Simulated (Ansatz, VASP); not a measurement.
# GaP: VASP beside Ansatz

Wanted: the spread between two codes on one cell, functional and k mesh. The cell is taken from a series of VASP runs on this material, whose earlier steps may have relaxed, scaled or displaced it; both programs get it as it stands. Valence electrons are named where the data sets of a main pair hold unlike numbers.

Program: Ansatz 0.2.0. Level of theory: plane waves, with VASP 6.6.1 beside it; band structure at PBE0. Results are calculated unless marked as measured.

### 1. Set-up

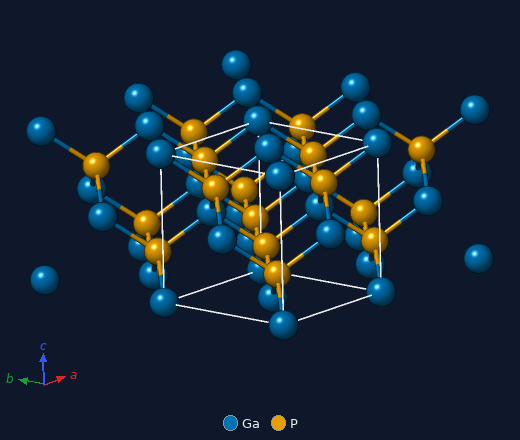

The starting structure, seen from a free direction (gallium blue, phosphorus orange). 2×2×1 cells are drawn. This picture shows the conventional cell, with its axes. Bonds to atoms that aren't drawn are left out. Some periodic images of atoms are drawn too.

### 2. Ansatz: band structure, PBE0

Ansatz runs on its default PAW (the set named soft_2) files.

Levels along a path test the potential and the projectors away from the mesh points.

Input file input.yaml:

```yaml
crystal:
  lattice:
    - [0.0, 2.72525, 2.72525]
    - [2.72525, 0.0, 2.72525]
    - [2.72525, 2.72525, 0.0]
  atoms:
    - { symbol: Ga, position: [0.0, 0.0, 0.0] }
    - { symbol: P, position: [0.75, 0.75, 0.75] }
hamiltonian:
  xc: pbe0
  pseudopotentials: { kind: paw }
kpoints:
  mp_grid: { grid: [5, 5, 5] }
  band_path:
    path:
      - [0.0, 0.0, 0.0]
      - [0.44444, 0.0, 0.44444]
      - [0.5, 0.0, 0.5]
      - [0.5, 0.22222, 0.72222]
      - [0.40278, 0.34722, 0.75]
      - [0.125, 0.125, 0.25]
      - [0.27778, 0.27778, 0.27778]
      - [0.55556, 0.38889, 0.55556]
      - [0.58333, 0.25, 0.66667]
      - [0.5, 0.30556, 0.69444]
      - [0.48611, 0.48611, 0.52778]
      - [0.625, 0.25, 0.625]
      - [0.5, 0.0, 0.5]
    npoints: 1
scf:
  occupations: { method: gaussian, width: 0.03 }
  n_extra_bands: 7
output:
  forces: true
  stress: true
  eigenvalues: true
```

Command:

```
$ ansatz run input.yaml --threads 4 --pin off --max-ram 9216MiB --backend cpu --events-out ev --progress --plain --runs-dir out
```

Numbers of over 12 decimals in the logs are rounded to 6 here.

The program printed:

```text
Warning: output.stress: scf.convergence.dr2_threshold = 1e-7 eV (the SCF's general default) is looser than the 2e-10 eV advised for a printed stress (1e-10 eV for each atom of the cell: 2). What an SCF threshold leaves in a stress goes as its square root, and in the free energy as the threshold itself, and one threshold admits the most on a small cell: [figures from the program's tests cut] Set scf.convergence.dr2_threshold to 2e-10 eV or tighter. The threshold is an SCF's pass mark: one that does not reach it within its budget of iterations ends unconverged, or closes short of it on a stop that the run arms, and scf.convergence.dr2_threshold's page says what that costs each kind of run
Warning: output.stress: scf.exx.energy_threshold = 1e-6 eV is looser than the 2e-8 eV advised for a stress under a hybrid functional (1e-8 eV for each atom of the cell: 2). Every SCF of the exchange loop can meet its threshold on dr2 while the loop round them stops early: no threshold on dr2 bounds what that leaves in the stress. Set scf.exx.energy_threshold to 2e-8 eV or tighter. The threshold is the loop's pass mark: a loop that does not reach it within its budget of cycles ends unconverged, and scf.exx.energy_threshold's page has the law
scf.n_extra_bands = 7 over 9 filled bands (N_el = 18.0): the run solves 16 bands
Engine: ansatz 0.2.0, aarch64-unknown-linux-gnu
Pseudopotentials: kind: paw
Pseudopotential: Ga, paw, valence charge 13, recommended cutoff 420 eV (normal), Ga.paw.azcp
Pseudopotential: P, paw, valence charge 5, recommended cutoff 420 eV (normal), P.paw.azcp
Functional definition: PBE0
  parameter a = 0.25
  parameter kappa = 0.804
  parameter beta = 0.066725
  exchange = (1 - a)*pbe_x(kappa = kappa, mu = beta*pi^2/3) + a*exact_x
  correlation = pbe_c(beta = beta)
Crystal: 2 atoms, lattice volume = 40.481 Å³
Basis set: ecut = 420 eV, 749 PW (Γ), exchange–correlation on 54×54×54 points (8 copies of the dense FFT grid, shifted against one another)
Bands: 16, of which v1, the nominal top of the filled ones, is band 9 counted from 1 (8 counted from 0)
Symmetry: 24 space group operations
Space group: F-43m (ITA 216), of the structure as read, at distance tolerance 3.4e-5 Å
k-points: 10 of 125 (time reversal used)
Non-local potential: Ga, projectors of the file, l = 0: 2, l = 1: 2, l = 2: 3, l = 3: 1
Non-local potential: P, projectors of the file, l = 0: 2, l = 1: 2, l = 2: 2
PAW form: soft (Blöchl's): semilocal exchange-correlation on the pseudo side does not see the compensation charge
PAW frozen core: Ga, regenerated for the run's functional, and the local potential with it (the file was generated under x = pbe(κ = 0.804, μ = 0.219515), c = pbe(β = 0.066725))
PAW frozen core: P, regenerated for the run's functional, and the local potential with it (the file was generated under x = pbe(κ = 0.804, μ = 0.219515), c = pbe(β = 0.066725))
PAW one-centre angular grid: Ga, 590 points (default); XC on 64 Gauss nodes
PAW one-centre angular grid: P, 110 points (default); XC on 64 Gauss nodes
Initial density: superposition of atomic densities (neutral atoms: chi_scale 0, normalization atom), corrected by the library's trained network
Initial wavefunctions: pseudopotential atomic-orbital guess
Functional: x = pbe(κ = 0.804, μ = 0.219515), c = pbe(β = 0.066725), warm-up for x = 0.75 pbe(κ = 0.804, μ = 0.219515) + 0.25 exact, c = pbe(β = 0.066725)
SCF iter   1: F=—  HF=-4539.502964 eV  |F-HF|=—  |Δ(HF+E_count)|=         —  Δρ=9.09e-4  dr2=4.68e-4  ethr=1.77e-3  ⟨swp⟩=10.5  Hψ=771  notcnv=0
preconditioner: auto → none  [insulator: Δε(μ)=1.584 eV  Ē_g=18.004 eV  σ=0.030 eV  W_gap=1.00  n_scr=14 (ndim 8)  ℏωp=24.8 eV  f_vac=0.011  D(μ)=0.00/eV (n_scr^D=0)]
SCF iter   2: F=-4539.503087 eV  HF=-4539.503065 eV  |F-HF|=2.21e-5  |Δ(HF+E_count)|=   1.01e-4  Δρ=3.45e-4  dr2=5.26e-5  ethr=2.60e-6  ⟨swp⟩=4.6  Hψ=472  notcnv=0  defer=4
SCF 1 stopped early in 2 iterations: F = -4539.503087 eV  dr2 = 5.26e-5
  greatest PAW one-centre occupation: 0.994 electrons in one spin orbital (limit 2), on the Ga atom at site 0 (counted from 0), in its partial waves of l = 2
Initial density: handed on by an earlier stage of this run
Initial wavefunctions: those handed on with the density
Functional: x = 0.75 pbe(κ = 0.804, μ = 0.219515) + 0.25 exact, c = pbe(β = 0.066725)
Frozen-core exchange: fock
SCF iter   1: F=—  HF=-4540.795092 eV  |F-HF|=—  |Δ(HF+E_count)|=         —  Δρ=1.22e-2  dr2=2.40e-2  ethr=2.92e-6  ⟨swp⟩=6.1  Hψ=759  notcnv=0
preconditioner: auto → none  [insulator: Δε(μ)=2.912 eV  Ē_g=21.674 eV  σ=0.030 eV  W_gap=1.00  n_scr=14 (ndim 8)  ℏωp=24.8 eV  f_vac=0.011  D(μ)=0.00/eV (n_scr^D=0)]
SCF iter   2: F=—  HF=-4540.783933 eV  |F-HF|=—  |Δ(HF+E_count)|=   1.12e-2  Δρ=2.59e-3  dr2=2.81e-3  ethr=2.92e-6  ⟨swp⟩=4.0  Hψ=512  notcnv=0
SCF iter   3: F=—  HF=-4540.793006 eV  |F-HF|=—  |Δ(HF+E_count)|=   9.07e-3  Δρ=3.31e-3  dr2=1.68e-3  ethr=2.92e-6  ⟨swp⟩=4.0  Hψ=474  notcnv=0
SCF iter   4: F=—  HF=-4540.792806 eV  |F-HF|=—  |Δ(HF+E_count)|=   2.00e-4  Δρ=1.15e-3  dr2=1.98e-4  ethr=2.92e-6  ⟨swp⟩=3.0  Hψ=301  notcnv=0
SCF iter   5: F=—  HF=-4540.793056 eV  |F-HF|=—  |Δ(HF+E_count)|=   2.50e-4  Δρ=3.35e-4  dr2=2.30e-5  ethr=9.54e-7  ⟨swp⟩=2.8  Hψ=259  notcnv=0
iter 6 solved again at ethr=1.84e-9 eV; its pass at ethr=1.04e-7 eV (dr2=3.32e-7 eV) is discarded
SCF iter   6: F=-4540.793048 eV  HF=-4540.793048 eV  |F-HF|=2.36e-7  |Δ(HF+E_count)|=   7.86e-6  Δρ=2.87e-5  dr2=4.59e-6  ethr=1.84e-9  ⟨swp⟩=4.4  Hψ=723  notcnv=0  defer=3
SCF 2 stopped early in 6 iterations: F = -4540.793048 eV  dr2 = 4.59e-6
  greatest PAW one-centre occupation: 0.995 electrons in one spin orbital (limit 2), on the Ga atom at site 0 (counted from 0), in its partial waves of l = 2
hybrid outer 1: dexx = +1.041e-2 eV, tail = 2.52e-5 eV
Frozen-core exchange: fock
SCF iter   1: F=—  HF=-4540.792934 eV  |F-HF|=—  |Δ(HF+E_count)|=         —  Δρ=4.14e-5  dr2=8.82e-7  ethr=6.99e-7  ⟨swp⟩=3.3  Hψ=346  notcnv=0
preconditioner: auto → none  [insulator: Δε(μ)=2.958 eV  Ē_g=21.504 eV  σ=0.030 eV  W_gap=1.00  n_scr=14 (ndim 8)  ℏωp=24.8 eV  f_vac=0.010  D(μ)=0.00/eV (n_scr^D=0)]
SCF iter   2: F=—  HF=-4540.792935 eV  |F-HF|=—  |Δ(HF+E_count)|=   5.82e-7  Δρ=2.68e-5  dr2=2.93e-7  ethr=4.17e-9  ⟨swp⟩=4.0  Hψ=348  notcnv=0
SCF iter   3: F=—  HF=-4540.792935 eV  |F-HF|=—  |Δ(HF+E_count)|=   8.05e-8  Δρ=1.15e-5  dr2=4.02e-8  ethr=1.36e-9  ⟨swp⟩=2.0  Hψ=251  notcnv=0
SCF iter   4: F=-4540.792935 eV  HF=-4540.792935 eV  |F-HF|=1.06e-10  |Δ(HF+E_count)|=   8.98e-9  Δρ=1.03e-6  dr2=3.91e-9  ethr=2.04e-10  ⟨swp⟩=3.4  Hψ=310  notcnv=0  defer=1
SCF 3 converged in 4 iterations: F = -4540.792935 eV  dr2 = 3.91e-9
  Residual-converged pass: ⟨swp⟩=3.3  Hψ=356  notcnv=0  max |occ|·‖R‖ = 2.4e-6 eV (tolerance 2.4e-6 eV)  dr2=3.86e-9  dr2_onsite=4.21e-10  max |Δocc| = 0.0e0
hybrid outer 2: dexx = +6.794e-7 eV, tail = 2.43e-8 eV, Δε = 2.87e-3 eV (about 1.08e-4 eV left of the loop's levels)
NSCF: frozen V_eff on 13 k-points
hybrid SCF converged: 2 outer / 10 inner (+2 warm-up), last move |dexx| = 6.79e-7 eV, tail = 2.43e-8 eV
Stability not checked: this state was not tested for a lower state beside it, because the functional holds exact exchange (a hybrid, or Hartree-Fock), whose exchange loop this test does not read (fock_operator; see scf.lower_state_search)
Free energy (F): -4540.792935 eV
Frozen-core exchange: fock
Harris-Foulkes:  -4540.792935 eV  (|F-HF|=1.06e-10)
Internal energy: -4540.792935 eV  (E = F + TS)
E sigma→0 (E₀):  -4540.792935 eV
Fermi energy:    7.788527 eV
--- Per-component energies (eV) ---
  E_band       = -102.975608
  E_kinetic    = 185.510373
  E_local      = -2204.218558  (includes V_loc(G=0)·N_el)
  E_nonlocal   = 460.401738
  E_hartree    = 1022.588340
  E_xc         = -100.700124
  E_vxc        = -91.934358  (∫ρ·V_xc dr)
  E_exx        = -63.719885  (= α·E_x^exact, valence–valence)
  E_paw        = -2527.999823  (= ΣΔE_a)
  E_vpaw       = -370.472649  (= ΣTr[D̂ρ^β])
  E_aug_tail   = -0.000106  (compensation charges beyond the density's cutoff)
  E_ewald      = -1312.644944
  E_core_change = -0.009945  (= ΣΔE_core)
  E_smearing   = -0.000000  (= −TS)
  E_closure    = 0.000001  (closes the sum)
  Σ components = -4540.792935   (vs F -4540.792935, Δ=9.09e-13)
--- Forces (eV/Å), atoms counted from 1 ---
  atom   1  Ga    -0.00000000     0.00000000     0.00000000
  atom   2  P      0.00000000    -0.00000000    -0.00000000
  max |Σ_I F_I| component: 5.55e-17 eV/Å
--- Stress (GPa, compression-positive) ---
        0.585935       0.000000      -0.000000
        0.000000       0.585935       0.000000
       -0.000000       0.000000       0.585935
  P = ⅓ Tr σ = 0.5859 GPa (5.859 kbar)
--- Band table (eV; the first three rows and the last of 10) ---
  k-point 0: bands = [... 5 lower, -7.5585, 6.3093, 6.3093, 6.3093, 9.7839, 11.7743, 11.7743, 11.7743, ... 3 higher]
  k-point 1: bands = [... 5 lower, -7.0139, 3.0786, 5.7816, 5.7816, 10.2162, 12.5274, 12.5274, 13.5632, ... 3 higher]
  k-point 2: bands = [... 5 lower, -5.6900, -0.3754, 5.1647, 5.1647, 9.5862, 12.6923, 12.6923, 16.2018, ... 3 higher]
  k-point 9: bands = [... 5 lower, -4.6555, -0.5126, 2.3009, 3.3733, 11.9176, 12.5023, 13.3180, 16.7162, ... 3 higher]
```

It took 18 s on 4 threads of Arm Neoverse V2, shared host; peak memory 0.75 GiB.

### 3. VASP: band structure, PBE0

The same cell, functional, mesh and smearing now go to VASP, with its own data sets.

Lines of VASP's logs that name or quote its potential files are left out, and so is its time.

The run reads the wave functions of an earlier VASP run, which isn't shown here.

Input file INCAR:

```
SYSTEM = GaP
PREC = Accurate
ENCUT = 350
EDIFF = 1E-06
NELM = 100
ISMEAR = 0
SIGMA = 0.03
LREAL = .FALSE.
ALGO = Normal
LHFCALC = .TRUE.
AEXX = 0.25
GGA = PE
LASPH = .TRUE.
NBANDS = 15
PRECFOCK = Fast
HFRCUT = -1
LORBIT = 11
LWAVE = .FALSE.
LCHARG = .FALSE.
KPAR = 4
```

Input file POSCAR:

```
GaP
1.0
    0.0000000000      2.7252500000      2.7252500000
    2.7252500000      0.0000000000      2.7252500000
    2.7252500000      2.7252500000      0.0000000000
Ga P
1 1
Direct
    0.0000000000      0.0000000000      0.0000000000
    0.7500000000      0.7500000000      0.7500000000
```

Input file KPOINTS:

```
Automatic mesh
0
Gamma
5 5 5
0 0 0
```

Input file KPOINTS_OPT:

```
Line mode
10
Line-mode
Reciprocal
  0.00000000   0.00000000   0.00000000 GAMMA
  0.50000000   0.00000000   0.50000000 X

  0.50000000   0.00000000   0.50000000 X
  0.50000000   0.25000000   0.75000000 W

  0.50000000   0.25000000   0.75000000 W
  0.37500000   0.37500000   0.75000000 K

  0.37500000   0.37500000   0.75000000 K
  0.00000000   0.00000000   0.00000000 GAMMA

  0.00000000   0.00000000   0.00000000 GAMMA
  0.50000000   0.50000000   0.50000000 L

  0.50000000   0.50000000   0.50000000 L
  0.62500000   0.25000000   0.62500000 U

  0.62500000   0.25000000   0.62500000 U
  0.50000000   0.25000000   0.75000000 W

  0.50000000   0.25000000   0.75000000 W
  0.50000000   0.50000000   0.50000000 L

  0.50000000   0.50000000   0.50000000 L
  0.37500000   0.37500000   0.75000000 K

  0.62500000   0.25000000   0.62500000 U
  0.50000000   0.00000000   0.50000000 X
```

PAW data sets: Ga_d and P (PBE family, release 64).

Command:

```
$ mpirun -np 4 vasp_std
```

The program printed:

```text
[banner, memory and clock lines left out]
running    4 mpi-ranks, on    1 nodes
 distrk:  each k-point on    1 cores,    4 groups
 distr:  one band on    1 cores,    1 groups

 POSCAR found type information on POSCAR GaP
 POSCAR found :  2 types and       2 ions
 LDA part: xc-table for (Slater+PW92), standard interpolation
 found WAVECAR, reading the header
 POSCAR, INCAR and KPOINTS ok, starting setup
 FFT: planning ... GRIDC
 FFT: planning ... GRID_SOFT
 FFT: planning ... GRID
 HFRCUT set to (new)   10.650177
 reading WAVECAR
 the WAVECAR file was read successfully
 initial charge from wavefunction
 entering main loop
       N       E                     dE             d eps       ncg     rms          rms(c)
DAV:   1    -0.116521030443E+02   -0.11652E+02   -0.11825E+00   442   0.208E+01    0.264E+00
DAV:   2    -0.116489797728E+02    0.31233E-02   -0.65730E-02   420   0.392E+00    0.182E+00
DAV:   3    -0.116441303769E+02    0.48494E-02   -0.94722E-03   391   0.175E+00    0.106E+00
DAV:   4    -0.116430951522E+02    0.10352E-02   -0.19908E-03   377   0.517E-01    0.598E-01
DAV:   5    -0.116428972232E+02    0.19793E-03   -0.45095E-04   321   0.160E-01    0.342E-01
DAV:   6    -0.116428470230E+02    0.50200E-04   -0.67769E-05   356   0.684E-02    0.192E-01
DAV:   7    -0.116428246497E+02    0.22373E-04   -0.98880E-06   329   0.304E-02    0.107E-01
DAV:   8    -0.116428157962E+02    0.88535E-05   -0.36625E-06   363   0.146E-02    0.569E-02
DAV:   9    -0.116428127715E+02    0.30247E-05   -0.13343E-06   303   0.723E-03    0.298E-02
DAV:  10    -0.116428117193E+02    0.10522E-05   -0.48678E-07   178   0.491E-03    0.155E-02
DAV:  11    -0.116428113219E+02    0.39740E-06   -0.21651E-07   157   0.357E-03
   1 F= -.11642811E+02 E0= -.11642811E+02  d E =-.199124E-15
 Start KPOINTS_OPT (optional k-point list driver)
k-point batch [1-10\100]
       N       E                     dE             ncg
DAV:   1    -0.344937212454E+03   -0.35438E+04      300
DAV:   2    -0.132675463531E+04   -0.98182E+03      342
DAV:   3    -0.140163656153E+04   -0.74882E+02      377
DAV:   4    -0.140329372636E+04   -0.16572E+01      385
DAV:   5    -0.140331807637E+04   -0.24350E-01      414
DAV:   6    -0.140331875663E+04   -0.68026E-03      438
DAV:   7    -0.140331876759E+04   -0.10962E-04      376
DAV:   8    -0.140331876780E+04   -0.20783E-06      325
[...]
k-point batch [91-100\100]
       N       E                     dE             ncg
DAV:   1    -0.538884090732E+03   -0.61721E+04      300
DAV:   2    -0.143666682664E+04   -0.89778E+03      321
DAV:   3    -0.149609702037E+04   -0.59430E+02      384
DAV:   4    -0.149728344471E+04   -0.11864E+01      398
DAV:   5    -0.149730394936E+04   -0.20505E-01      405
DAV:   6    -0.149730492108E+04   -0.97171E-03      485
DAV:   7    -0.149730493194E+04   -0.10867E-04      412
DAV:   8    -0.149730493201E+04   -0.65510E-07      346
```

(Part 1 of 2 ends here.)

[Lines on the potential files, build, host, timing and source positions are cut from VASP's logs without a mark.]

[Logs are printed without paths, hosts, clocks, repeated set-up lines and the standing remarks that a program may print on its own settings, such as how far it seeks lower states.]

[Hosts, paths, dates, database ids (printed as entryN), source tags and the programs' standing remarks are cut or masked in the printed files.]
